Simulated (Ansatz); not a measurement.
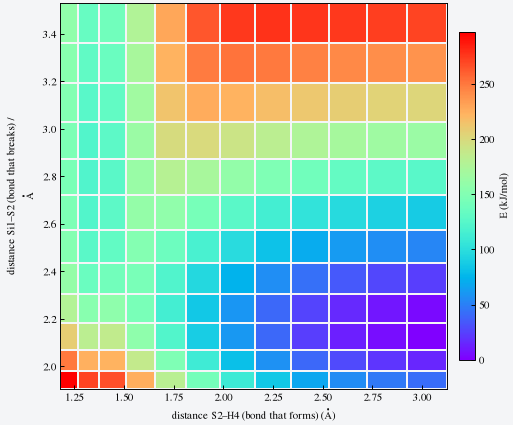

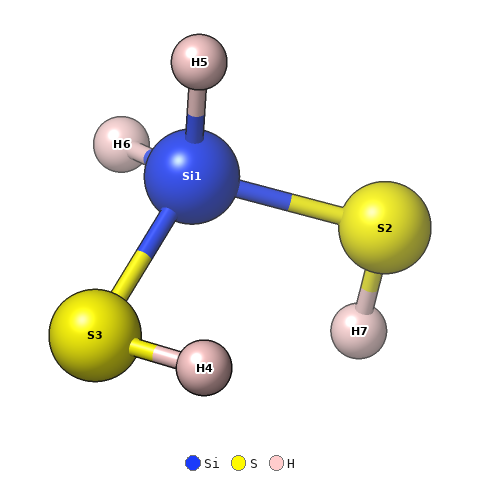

Energy landscape of the reacting system H4S2Si (fragments H₄S₂Si where the first distance is long, H₂SSi + H₂S where the second is long). First axis: distance S2–H4 (bond that forms). Second axis: distance Si1–S2 (bond that breaks). Relaxed at each point: all other coordinates. The scan uses a 12 × 12 grid. Points are written as (first, second). All energies are given in kJ/mol relative to the lowest grid point. Energies and slopes of some neighbouring points disagree (a jump in structure or state, or too coarse a mesh). The reference is spin-restricted, so regions where a bond is pulled apart into radicals lie too high. Theory: Ansatz 0.2.0, RKS B3LYP-D4/def2-SVP.

The picture shows one coloured cell a grid point. The second picture is the structure at the lowest point.

What does the map say about the system?

Answer. The lowest grid point is at (3.024 Å, 2.122 Å). It lies at the edge of the scanned range, so the true minimum may lie outside. Other grid points that lie below all their neighbours: (1.314 Å, 2.797 Å) (121 kJ/mol higher). The highest grid point, (1.224 Å, 1.944 Å), lies 297 kJ/mol above the lowest.

The values on the grid:

| second ↓, first → | 1.224 | 1.314 | 1.438 | 1.579 | 1.732 | 1.896 | 2.068 | 2.247 | 2.433 | 2.625 | 2.822 | 3.024 |
| --- | --- | --- | --- | --- | --- | --- | --- | --- | --- | --- | --- | --- |
| 3.444 | 159 | 134 | 140 | 177 | 229 | 264 | 276 | 278 | 277 | 275 | 273 | 271 |
| 3.276 | 154 | 130 | 136 | 172 | 223 | 248 | 252 | 250 | 246 | 243 | 240 | 238 |
| 3.111 | 150 | 126 | 131 | 168 | 214 | 227 | 223 | 217 | 212 | 208 | 204 | 202 |
| 2.951 | 147 | 122 | 128 | 164 | 199 | 200 | 192 | 183 | 176 | 170 | 167 | 164 |
| 2.797 | 145 | 121 | 126 | 162 | 180 | 172 | 159 | 148 | 139 | 133 | 129 | 125 |
| 2.647 | 147 | 123 | 128 | 160 | 159 | 143 | 127 | 114 | 104 | 96 | 91 | 88 |
| 2.504 | 152 | 127 | 132 | 152 | 138 | 117 | 98 | 82 | 71 | 62 | 57 | 53 |
| 2.368 | 161 | 136 | 141 | 144 | 121 | 96 | 74 | 56 | 43 | 34 | 28 | 23 |
| 2.240 | 178 | 153 | 157 | 144 | 114 | 85 | 60 | 40 | 26 | 15 | 8 | 4 |
| 2.122 | 208 | 182 | 186 | 157 | 122 | 89 | 61 | 39 | 24 | 12 | 5 | 0 |
| 2.019 | 250 | 225 | 223 | 187 | 147 | 110 | 80 | 57 | 40 | 28 | 20 | 15 |
| 1.944 | 297 | 271 | 266 | 225 | 181 | 142 | 110 | 86 | 68 | 55 | 47 | 42 |

The input of one point:

```yaml
crystal:
  periodic: [false, false, false]
  atoms:
    - { symbol: Si, position_ang: [-0.188328, -0.342242, 0.577798] }
    - { symbol: S, position_ang: [1.442851, -0.711308, -0.728315] }
    - { symbol: S, position_ang: [-1.397516, 1.226032, -0.261531] }
    - { symbol: H, position_ang: [-1.054661, 0.808911, -1.50029] }
    - { symbol: H, position_ang: [-0.911376, -1.635927, 0.690273] }
    - { symbol: H, position_ang: [0.18074, 0.101655, 1.94704] }
    - { symbol: H, position_ang: [1.928389, 0.552883, -0.724877] }
basis:
  gaussian: { orbitals: def2-SVP }
hamiltonian:
  xc: { name: B3LYP }
  dispersion: d4
output:
  forces: true
relax:
  f_tol: 0.02
  max_steps: 50
  escape_saddle: false
  constraints: [{ distance: [1, 3] }, { distance: [0, 1] }]
scf:
  lower_state_search: "off"
```

The whole map (144 points run) took 23 min on 1 thread of Arm Neoverse V1 (shared host).
